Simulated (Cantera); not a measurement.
Input: 1 mol SF6, 0.013 mol SO2, 19 mol N2, held at 0.310 bar.

Method: chemical equilibrium by Gibbs-energy minimisation in Cantera with the NASA 1993 tables (ideal gas, pure condensed phases). Candidate condensed phases: S; 35 gas species. The tables' values for SF3, SOF2, S2F2 (SSF2), SF5, FS2F (FSSF) are old estimates; treat these amounts as uncertain. Kinetics and transport are ignored.

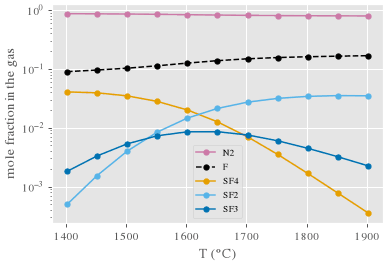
Fig. 1. Equilibrium gas composition (values under 1e-9 drawn at 1e-9)

### Question
Read off the mole fractions at 1402 °C.

### Answer
N2 about 0.86, F about 0.089, SF4 about 0.041, SF3 about 0.0018, SF2 about 0.00050.
